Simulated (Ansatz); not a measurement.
# F3Zr···Cl2 (doublet): what the fields show

Input

```
crystal:
  periodic: [false, false, false]
  atoms:
    - { symbol: Zr, position_ang: [0.0, 0.0, 0.0] }
    - { symbol: Cl, position_ang: [0.0, 0.0, 2.77] }
    - { symbol: F, position_ang: [1.8671, 0.0, -0.6593] }
    - { symbol: F, position_ang: [-0.9326, 1.6157, -0.6593] }
    - { symbol: F, position_ang: [-0.9326, -1.6157, -0.6593] }
    - { symbol: Cl, position_ang: [0.0, 0.0, 5.11] }
magnetization:
  spin_polarized: true
  initial_magnetization: 1
basis:
  gaussian: { orbitals: def2-SVP }
hamiltonian:
  xc: pbe
  dispersion: d4
relax:
  f_tol: 0.15
  max_steps: 25
  restrain:
    - { distance: [1, 5], at: 2.04, k: 30.0 }
    - { distance: [0, 1], at: 3.72, k: 30.0 }
output:
  orbitals: {}
```

Run with:

```sh
ansatz run input.yaml --threads 4 --pin off --max-ram 5120MiB --backend cpu --events-out ev --progress --plain --runs-dir out
```

The fields are those of the run's last geometry, not of the input's.

Core potentials replace the inner electrons of Zr; not at a stationary point (largest force 1.8 eV/Å).

The calculation used UKS PBE-D4/def2-SVP (Ansatz).

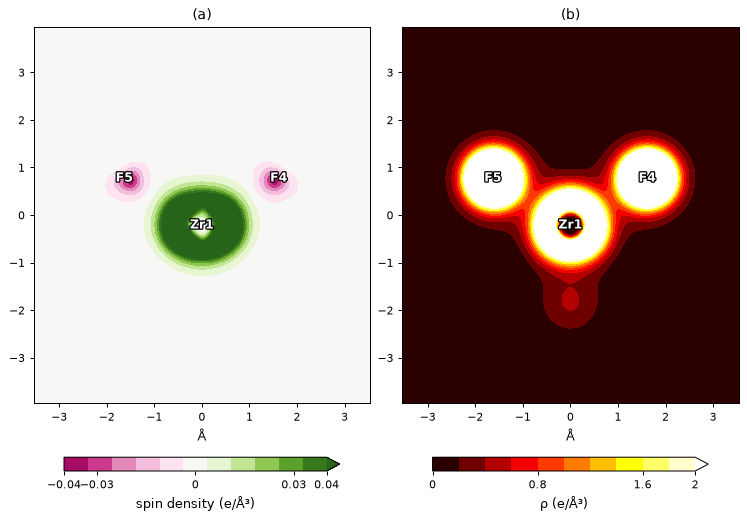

Figure 1. (a) spin density (α minus β); (b) electron density on the plane of atoms F4, Zr1 and F5.

Describe what can be read from this map.

Answer. The section cuts through Zr and F sites.
Zr–F (1.90 Å): ρ is about 0.95 e/Å³ halfway.
The unpaired spin (1 electron) lies mostly on Zr1 (about 0.7), Cl6 (about 0.2) and Cl2 (about 0.1), in electrons by Hirshfeld's partition.

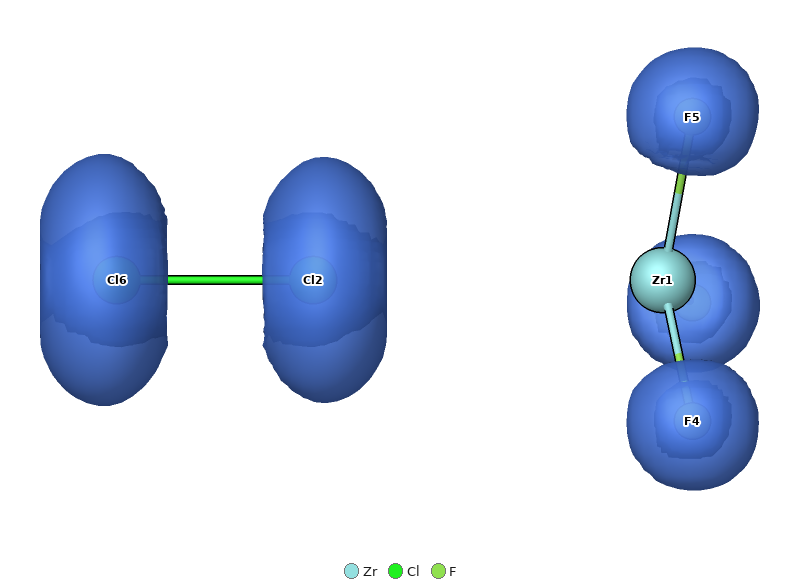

Figure 2. Isosurface of the ELF at 0.8 (blue), seen from one side. Core shells and regions of very low density are left out.

What do the ELF domains correspond to?

Answer. At this value the surface marks out two regions wrapped around Cl (the valence shell of each) and three regions wrapped around F (the valence shell of each). Along the contacts the grid gives the following. Zr1···Cl2 (3.70 Å): the ELF dips to about 0.15 between them. Zr–F (1.90 Å): the ELF peaks at about 0.85 in the valence shell of F, 0.5 Å from its nucleus, and drops to about 0.25 between the two atoms.

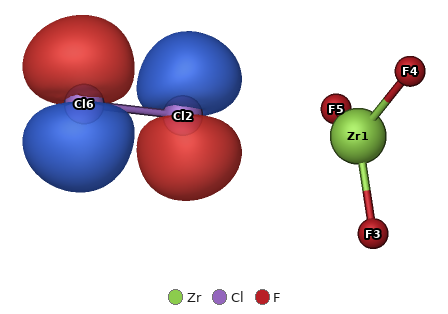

Figure 3. The HOMO (β) at ±0.1 Å⁻³ᐟ² (red and blue are the two phases), seen at a tilt.

What is the character of this orbital?

Answer. Its weight (Hirshfeld) is mainly on Cl6 (about 55 %) and Cl2 (about 40 %); π-antibonding (π*) across Cl6–Cl2. It is one of a degenerate set, so its orientation is arbitrary. Its energy is −6.50 eV.
